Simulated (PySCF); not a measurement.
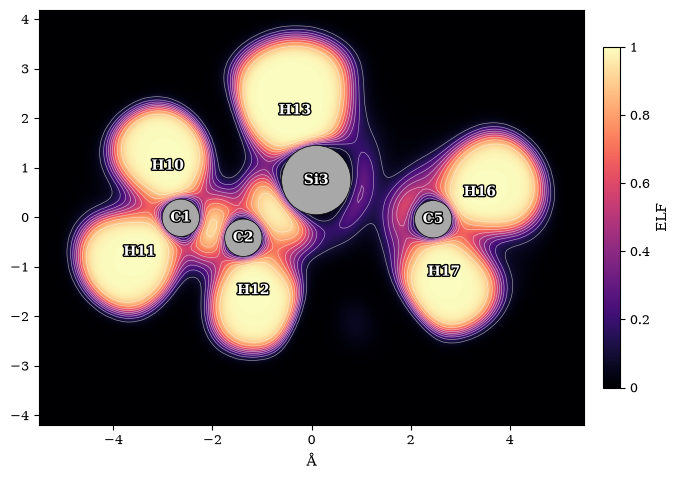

Figure. C7H13FSi. Electron localisation function on the plane of atoms H10, C1 and H11. Grey discs cover the atomic cores.

Geometry: GFN2-xTB.

These are results of PBE0/pcSseg-1, SCF density, gas phase, non-relativistic in PySCF, not measurements.

| atom | x (Å) | y (Å) | z (Å) |
| --- | --- | --- | --- |
| C | 2.6419 | 1.8110 | 0.4542 |
| C | 1.7775 | 1.0356 | -0.1821 |
| Si | 0.9946 | -0.4960 | 0.5676 |
| C | 0.9301 | -2.0705 | -0.5156 |
| C | -0.5997 | -1.9547 | -0.6692 |
| C | -0.8902 | -0.7599 | 0.2648 |
| C | -1.6951 | 0.3564 | -0.3742 |
| C | -1.8741 | 1.5532 | 0.5455 |
| F | -1.0468 | 0.7906 | -1.5252 |
| H | 2.9595 | 1.5986 | 1.4625 |
| H | 3.0753 | 2.6892 | 0.0008 |
| H | 1.4908 | 1.2977 | -1.1928 |
| H | 1.3951 | -0.6721 | 1.9703 |
| H | 1.4571 | -2.0397 | -1.4659 |
| H | 1.2275 | -2.9856 | -0.0092 |
| H | -1.1279 | -2.8610 | -0.3751 |
| H | -0.8769 | -1.7187 | -1.6953 |
| H | -1.4340 | -1.0757 | 1.1557 |
| H | -2.6711 | -0.0133 | -0.7236 |
| H | -0.8986 | 1.9229 | 0.8544 |
| H | -2.4415 | 1.2621 | 1.4244 |
| H | -2.4038 | 2.3492 | 0.0271 |

> Interpret the plot.

- The section cuts through C, Si and H sites.
- C–C (1.32 Å): the ELF peaks at about 0.90 between the atoms; a multiple bond.
- C–Si (1.88 Å): the ELF peaks at about 0.95 between the atoms, as expected for localised, covalent bonding.
- C–H (1.08 Å): the ELF climbs to about 1 towards the hydrogen, as it does in any bond to H; an ordinary covalent bond to hydrogen.
- Si–H (1.47 Å): the ELF climbs to about 1 towards the hydrogen.
